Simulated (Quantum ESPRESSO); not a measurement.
# Projected density of states of magnetic Mn2Ga2S5, part 2 of 2

Aim: the densities of states of Mn2Ga2S5 in the lowest state of several starts.

Quantum ESPRESSO 7.5; LDA with U = 4 eV on Mn d (ortho-atomic projectors); plane waves with GBRV 1.5 LDA potentials, no spin-orbit coupling.

So far, absolute magnetization (μB): step 2 (ground-state run) 9.64.

## (3) Post-processing

Level of this step: LDA with U = 4 eV on Mn d (ortho-atomic projectors); plane waves with GBRV 1.5 LDA potentials, no spin-orbit coupling, projections on orthogonalised atomic orbitals (Quantum ESPRESSO).

The input, projwfc.in:

```
&PROJWFC
  prefix = 'pwscf'
  outdir = './tmp'
  filpdos = 'pdos'
  ngauss = 0
  degauss = 0.01
  DeltaE = 0.05
  Emin = -1.51
  Emax = 12.49
/
```

Launch:

```sh
> OMP_NUM_THREADS=1 mpirun -n 4 projwfc.x -nk 4 -in projwfc.in > projwfc.out
```

The log of the run:

```text
[banner, memory and clock lines left out]
Program PROJWFC v.7.5 starts

     [... lines left out ...]
     IMPORTANT: XC functional enforced from input :
     Exchange-correlation= PZ
                           (   1   1   0   0   0   0   0)
     Any further DFT definition will be discarded
     Please, verify this is what you really want

     G-vector sticks info

     Check: negative core charge=   -0.000018

     Gaussian broadening (read from input): ngauss,degauss=   0    0.010000

     Calling projwave ....

  Problem Sizes
  natomwfc =           70
  nbnd     =           67
  nkstot   =           28
  npwx     =         5364
  nkb      =          162

     Atomic states used for projection
     (read from pseudopotential files):

     state #   1: atom   1 (Mn1), wfc  1 (l=0 m= 1)
     state #   2: atom   1 (Mn1), wfc  2 (l=1 m= 1)
     state #   3: atom   1 (Mn1), wfc  2 (l=1 m= 2)
     state #   4: atom   1 (Mn1), wfc  2 (l=1 m= 3)
     state #   5: atom   1 (Mn1), wfc  3 (l=0 m= 1)
     state #   6: atom   1 (Mn1), wfc  4 (l=2 m= 1)
     state #   7: atom   1 (Mn1), wfc  4 (l=2 m= 2)
     state #   8: atom   1 (Mn1), wfc  4 (l=2 m= 3)
     state #   9: atom   1 (Mn1), wfc  4 (l=2 m= 4)
     state #  10: atom   1 (Mn1), wfc  4 (l=2 m= 5)
     state #  11: atom   1 (Mn1), wfc  5 (l=1 m= 1)
     state #  12: atom   1 (Mn1), wfc  5 (l=1 m= 2)
     state #  13: atom   1 (Mn1), wfc  5 (l=1 m= 3)
     state #  14: atom   2 (Mn2), wfc  1 (l=0 m= 1)
     state #  15: atom   2 (Mn2), wfc  2 (l=1 m= 1)
     state #  16: atom   2 (Mn2), wfc  2 (l=1 m= 2)
     state #  17: atom   2 (Mn2), wfc  2 (l=1 m= 3)
     state #  18: atom   2 (Mn2), wfc  3 (l=0 m= 1)
     state #  19: atom   2 (Mn2), wfc  4 (l=2 m= 1)
     state #  20: atom   2 (Mn2), wfc  4 (l=2 m= 2)
     state #  21: atom   2 (Mn2), wfc  4 (l=2 m= 3)
     state #  22: atom   2 (Mn2), wfc  4 (l=2 m= 4)
     state #  23: atom   2 (Mn2), wfc  4 (l=2 m= 5)
     state #  24: atom   2 (Mn2), wfc  5 (l=1 m= 1)
     state #  25: atom   2 (Mn2), wfc  5 (l=1 m= 2)
     state #  26: atom   2 (Mn2), wfc  5 (l=1 m= 3)
     state #  27: atom   3 (Ga ), wfc  1 (l=1 m= 1)
     state #  28: atom   3 (Ga ), wfc  1 (l=1 m= 2)
     state #  29: atom   3 (Ga ), wfc  1 (l=1 m= 3)
     state #  30: atom   3 (Ga ), wfc  2 (l=2 m= 1)
     state #  31: atom   3 (Ga ), wfc  2 (l=2 m= 2)
     state #  32: atom   3 (Ga ), wfc  2 (l=2 m= 3)
     state #  33: atom   3 (Ga ), wfc  2 (l=2 m= 4)
     state #  34: atom   3 (Ga ), wfc  2 (l=2 m= 5)
     state #  35: atom   3 (Ga ), wfc  3 (l=0 m= 1)
     state #  36: atom   3 (Ga ), wfc  4 (l=1 m= 1)
     state #  37: atom   3 (Ga ), wfc  4 (l=1 m= 2)
     state #  38: atom   3 (Ga ), wfc  4 (l=1 m= 3)
     state #  39: atom   4 (Ga ), wfc  1 (l=1 m= 1)
     state #  40: atom   4 (Ga ), wfc  1 (l=1 m= 2)
     state #  41: atom   4 (Ga ), wfc  1 (l=1 m= 3)
     state #  42: atom   4 (Ga ), wfc  2 (l=2 m= 1)
     state #  43: atom   4 (Ga ), wfc  2 (l=2 m= 2)
     state #  44: atom   4 (Ga ), wfc  2 (l=2 m= 3)
     state #  45: atom   4 (Ga ), wfc  2 (l=2 m= 4)
     state #  46: atom   4 (Ga ), wfc  2 (l=2 m= 5)
     state #  47: atom   4 (Ga ), wfc  3 (l=0 m= 1)
     state #  48: atom   4 (Ga ), wfc  4 (l=1 m= 1)
     state #  49: atom   4 (Ga ), wfc  4 (l=1 m= 2)
     state #  50: atom   4 (Ga ), wfc  4 (l=1 m= 3)
     state #  51: atom   5 (S  ), wfc  1 (l=0 m= 1)
     state #  52: atom   5 (S  ), wfc  2 (l=1 m= 1)
     state #  53: atom   5 (S  ), wfc  2 (l=1 m= 2)
     state #  54: atom   5 (S  ), wfc  2 (l=1 m= 3)
     state #  55: atom   6 (S  ), wfc  1 (l=0 m= 1)
     state #  56: atom   6 (S  ), wfc  2 (l=1 m= 1)
     state #  57: atom   6 (S  ), wfc  2 (l=1 m= 2)
     state #  58: atom   6 (S  ), wfc  2 (l=1 m= 3)
     state #  59: atom   7 (S  ), wfc  1 (l=0 m= 1)
     state #  60: atom   7 (S  ), wfc  2 (l=1 m= 1)
     state #  61: atom   7 (S  ), wfc  2 (l=1 m= 2)
     state #  62: atom   7 (S  ), wfc  2 (l=1 m= 3)
     state #  63: atom   8 (S  ), wfc  1 (l=0 m= 1)
     state #  64: atom   8 (S  ), wfc  2 (l=1 m= 1)
     state #  65: atom   8 (S  ), wfc  2 (l=1 m= 2)
     state #  66: atom   8 (S  ), wfc  2 (l=1 m= 3)
     state #  67: atom   9 (S  ), wfc  1 (l=0 m= 1)
     state #  68: atom   9 (S  ), wfc  2 (l=1 m= 1)
     state #  69: atom   9 (S  ), wfc  2 (l=1 m= 2)
     state #  70: atom   9 (S  ), wfc  2 (l=1 m= 3)

 [... projections of the bands left out ...]

Lowdin Charges:

     Atom #   1: total charge =  15.0525, s =  2.5116, p =  7.2514, d =  5.2895,
                 spin up      =   9.8776, s =  1.2773,
                 spin up      =   9.8776, p =  3.6454, pz=  1.2165, px=  1.2144, py=  1.2144,
                 spin up      =   9.8776, d =  4.9549, dz2=  0.9931, dxz=  0.9910, dyz=  0.9910, dx2-y2=  0.9899, dxy=  0.9899,
                 spin down    =   5.1749, s =  1.2343,
                 spin down    =   5.1749, p =  3.6060, pz=  1.2023, px=  1.2019, py=  1.2019,
                 spin down    =   5.1749, d =  0.3345, dz2=  0.0204, dxz=  0.0955, dyz=  0.0955, dx2-y2=  0.0616, dxy=  0.0616,
                 polarization =   4.7027, s =  0.0430, p =  0.0394, d =  4.6204,
     Atom #   2: total charge =  15.0525, s =  2.5116, p =  7.2514, d =  5.2895,
                 spin up      =   5.1749, s =  1.2343,
                 spin up      =   5.1749, p =  3.6060, pz=  1.2023, px=  1.2019, py=  1.2019,
                 spin up      =   5.1749, d =  0.3345, dz2=  0.0204, dxz=  0.0955, dyz=  0.0955, dx2-y2=  0.0616, dxy=  0.0616,
                 spin down    =   9.8776, s =  1.2773,
                 spin down    =   9.8776, p =  3.6454, pz=  1.2165, px=  1.2144, py=  1.2144,
                 spin down    =   9.8776, d =  4.9549, dz2=  0.9931, dxz=  0.9910, dyz=  0.9910, dx2-y2=  0.9899, dxy=  0.9899,
                 polarization =  -4.7027, s = -0.0430, p = -0.0394, d = -4.6204,
     Atom #   3: total charge =  18.6816, s =  1.0275, p =  7.6622, d =  9.9919,
                 spin up      =   9.3268, s =  0.5094,
                 spin up      =   9.3268, p =  3.8216, pz=  1.2935, px=  1.2640, py=  1.2640,
                 spin up      =   9.3268, d =  4.9959, dz2=  0.9986, dxz=  0.9994, dyz=  0.9994, dx2-y2=  0.9993, dxy=  0.9993,
                 spin down    =   9.3547, s =  0.5181,
                 spin down    =   9.3547, p =  3.8406, pz=  1.2981, px=  1.2713, py=  1.2713,
                 spin down    =   9.3547, d =  4.9960, dz2=  0.9986, dxz=  0.9994, dyz=  0.9994, dx2-y2=  0.9993, dxy=  0.9993,
                 polarization =  -0.0279, s = -0.0088, p = -0.0190, d = -0.0001,
     Atom #   4: total charge =  18.6816, s =  1.0275, p =  7.6622, d =  9.9919,
                 spin up      =   9.3547, s =  0.5181,
                 spin up      =   9.3547, p =  3.8406, pz=  1.2981, px=  1.2713, py=  1.2713,
                 spin up      =   9.3547, d =  4.9960, dz2=  0.9986, dxz=  0.9994, dyz=  0.9994, dx2-y2=  0.9993, dxy=  0.9993,
                 spin down    =   9.3268, s =  0.5094,
                 spin down    =   9.3268, p =  3.8216, pz=  1.2935, px=  1.2640, py=  1.2640,
                 spin down    =   9.3268, d =  4.9959, dz2=  0.9986, dxz=  0.9994, dyz=  0.9994, dx2-y2=  0.9993, dxy=  0.9993,
                 polarization =   0.0279, s =  0.0088, p =  0.0191, d =  0.0001,
     Atom #   5: total charge =   6.0254, s =  1.5500, p =  4.4754, d =  0.0000,
                 spin up      =   3.0127, s =  0.7750,
                 spin up      =   3.0127, p =  2.2377, pz=  0.7492, px=  0.7442, py=  0.7442,
                 spin up      =   3.0127, d =  0.0000, dz2=  0.0000, dxz=  0.0000, dyz=  0.0000, dx2-y2=  0.0000, dxy=  0.0000,
                 spin down    =   3.0127, s =  0.7750,
                 spin down    =   3.0127, p =  2.2377, pz=  0.7493, px=  0.7442, py=  0.7442,
                 spin down    =   3.0127, d =  0.0000, dz2=  0.0000, dxz=  0.0000, dyz=  0.0000, dx2-y2=  0.0000, dxy=  0.0000,
                 polarization =  -0.0000, s = -0.0000, p = -0.0000, d =  0.0000,
     Atom #   6: total charge =   6.0280, s =  1.5524, p =  4.4757, d =  0.0000,
                 spin up      =   2.9806, s =  0.7664,
                 spin up      =   2.9806, p =  2.2142, pz=  0.6464, px=  0.7839, py=  0.7839,
                 spin up      =   2.9806, d =  0.0000, dz2=  0.0000, dxz=  0.0000, dyz=  0.0000, dx2-y2=  0.0000, dxy=  0.0000,
                 spin down    =   3.0474, s =  0.7860,
                 spin down    =   3.0474, p =  2.2614, pz=  0.6399, px=  0.8108, py=  0.8108,
                 spin down    =   3.0474, d =  0.0000, dz2=  0.0000, dxz=  0.0000, dyz=  0.0000, dx2-y2=  0.0000, dxy=  0.0000,
                 polarization =  -0.0668, s = -0.0196, p = -0.0472, d =  0.0000,
     Atom #   7: total charge =   6.0280, s =  1.5524, p =  4.4757, d =  0.0000,
                 spin up      =   3.0474, s =  0.7860,
                 spin up      =   3.0474, p =  2.2614, pz=  0.6399, px=  0.8108, py=  0.8108,
                 spin up      =   3.0474, d =  0.0000, dz2=  0.0000, dxz=  0.0000, dyz=  0.0000, dx2-y2=  0.0000, dxy=  0.0000,
                 spin down    =   2.9806, s =  0.7664,
                 spin down    =   2.9806, p =  2.2142, pz=  0.6464, px=  0.7839, py=  0.7839,
                 spin down    =   2.9806, d =  0.0000, dz2=  0.0000, dxz=  0.0000, dyz=  0.0000, dx2-y2=  0.0000, dxy=  0.0000,
                 polarization =   0.0668, s =  0.0196, p =  0.0472, d =  0.0000,
     Atom #   8: total charge =   6.1310, s =  1.7114, p =  4.4196, d =  0.0000,
                 spin up      =   3.0760, s =  0.8560,
                 spin up      =   3.0760, p =  2.2200, pz=  0.8325, px=  0.6937, py=  0.6937,
                 spin up      =   3.0760, d =  0.0000, dz2=  0.0000, dxz=  0.0000, dyz=  0.0000, dx2-y2=  0.0000, dxy=  0.0000,
                 spin down    =   3.0550, s =  0.8553,
                 spin down    =   3.0550, p =  2.1997, pz=  0.8236, px=  0.6881, py=  0.6881,
                 spin down    =   3.0550, d =  0.0000, dz2=  0.0000, dxz=  0.0000, dyz=  0.0000, dx2-y2=  0.0000, dxy=  0.0000,
                 polarization =   0.0210, s =  0.0007, p =  0.0203, d =  0.0000,
     Atom #   9: total charge =   6.1310, s =  1.7114, p =  4.4196, d =  0.0000,
                 spin up      =   3.0550, s =  0.8553,
                 spin up      =   3.0550, p =  2.1997, pz=  0.8236, px=  0.6880, py=  0.6880,
                 spin up      =   3.0550, d =  0.0000, dz2=  0.0000, dxz=  0.0000, dyz=  0.0000, dx2-y2=  0.0000, dxy=  0.0000,
                 spin down    =   3.0760, s =  0.8560,
                 spin down    =   3.0760, p =  2.2200, pz=  0.8325, px=  0.6937, py=  0.6937,
                 spin down    =   3.0760, d =  0.0000, dz2=  0.0000, dxz=  0.0000, dyz=  0.0000, dx2-y2=  0.0000, dxy=  0.0000,
                 polarization =  -0.0210, s = -0.0007, p = -0.0203, d =  0.0000,
     Spilling Parameter:   0.0019
```

Wall time 3.1 s (4 MPI ranks of Intel Xeon 6975P-C (Granite Rapids), shared host); peak memory 0.26 GiB.

The density of states has structure finer than the step of the table below, so its rows give means over 1 eV, whole bins alone (the curve runs from -9.00 to 5.05 eV). Peaks (eV: height): up -5.3: 6.11, -4.7: 6.13, -4.0: 5.43, 3.4: 6.72; down -5.3: 6.11, -4.7: 6.13, -4.0: 5.43, 3.4: 6.72; Mn1 d up -5.3: 3.52, -4.7: 3.18; Mn1 d down = Mn2 d up 3.4: 4.06; Mn2 d down -5.3: 3.52, -4.7: 3.18.

Gaussian broadening of 0.136 eV on the SCF mesh. Density of states against energy, zero at the Fermi level; means over each step; 7 of 9 lines; values in states/eV/cell:

```tsv
energy (eV)	up	down	Mn1 d up	Mn1 d down = Mn2 d up	Mn2 d down	Ga3 p up	Ga3 p down
-8	0.836	0.836	0.0112	0.00122	0.0112	0.0215	0.0206
-7	1.00	1.00	0.0451	0.00241	0.0451	0.0181	0.0209
-6	1.34	1.34	0.551	0.00367	0.551	0.0236	0.0471
-5	4.81	4.81	2.55	0.0203	2.55	0.187	0.173
-4	4.17	4.17	1.09	0.0328	1.09	0.238	0.216
-3	3.38	3.38	0.212	0.0615	0.212	0.107	0.110
-2	2.33	2.33	0.115	0.124	0.115	0.0128	0.0201
-1	1.79	1.79	0.280	0.0596	0.280	0.00728	0.0247
0	0.369	0.369	0.0492	0.0112	0.0492	0.00293	0.00742
1	0.811	0.811	0.00268	0.0239	0.00268	0.0650	0.0795
2	1.77	1.77	0.00513	0.302	0.00513	0.125	0.0765
3	4.56	4.56	0.00613	2.49	0.00613	0.374	0.383
4	2.96	2.96	0.00485	1.26	0.00485	0.303	0.315
```

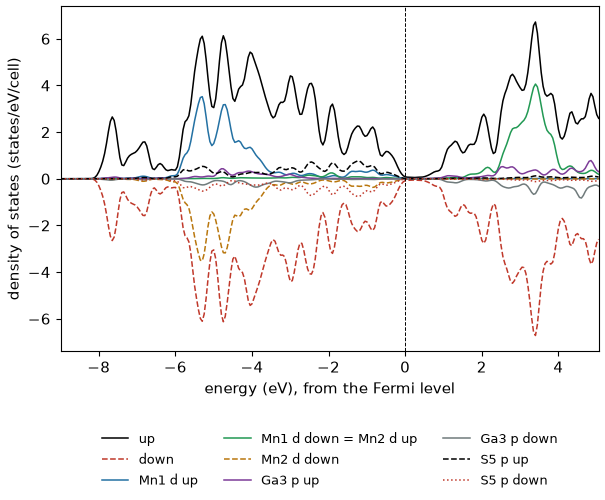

Density of states against energy. Down spins are drawn negative.

## (4) Results

- state: antiferromagnetic
- largest moment in a sphere: 4.33 μB

The most distinct maxima of the density of states (up) lie at -5.30, -4.75, -4.05, -3.00 and 3.40 eV, the highest at 3.40 eV. These are Kohn–Sham states without spin–orbit coupling, on the mesh of the self-consistent run. The moments are opposed on like sites, so the totals of the two spins are equal and the projections on single atoms show the splitting.

[Logs and program files are shortened in this print: banners, set-up blocks, solver, clock and traceback lines can be left out without a mark of their own.]

[Logs are printed without paths, hosts, clocks, repeated set-up lines and the standing remarks that a program may print on its own settings, such as how far it seeks lower states.]

[Hosts, paths, dates, database ids (printed as entryN), source tags and the programs' standing remarks are cut or masked in the printed files.]

[Where a cell is said to come from a database of computed structures, the database is the Materials Project.]
